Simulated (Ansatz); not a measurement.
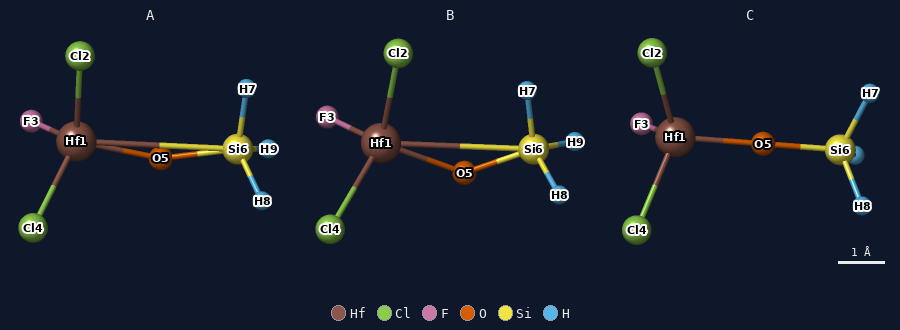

3 geometries from one relaxation of HfSiH$_{3}$OCl$_{2}$F, in shuffled order. A ball-and-stick model, seen at a tilt.

The run prepares the start of a later molecular dynamics calculation, from a guessed geometry.

Theory: RKS PBE/def2-SVP (Ansatz 0.2.0). Set-up: no spin polarisation; force threshold 0.02 eV/Å; at most 40 steps.

Order the frames from highest to lowest energy.

Answer. B, A, C. They are steps 0, 4, 13, at +85.4 kJ/mol, +4.81 kJ/mol relative to the last. The energy falls by 85.4 kJ/mol in 13 geometry steps. The largest force component goes from 2.6 to 0.001 eV/Å. The forces were under the threshold at step 10, but the run went on from there. Cl2 moves most after the best rigid fit: 1.00 Å. By element the largest moves are Cl 1.00 Å, O 0.96 Å, H 0.94 Å, F 0.35 Å, Hf 0.24 Å, Si 0.14 Å. Near-neighbour distances that change, for instance: Hf1–Si6 3.330 → 3.617 Å, Hf1–Cl2 2.520 → 2.362 Å, Hf1–O5 2.069 → 1.925 Å, Hf1–F3 1.980 → 1.912 Å. Among the angles between lasting bonds that change: Hf1–O5–Si6 125.0° → 179.3°. Cost: 35 s on 4 threads of Arm Neoverse V1, on a shared host, peak memory 0.2 GiB.
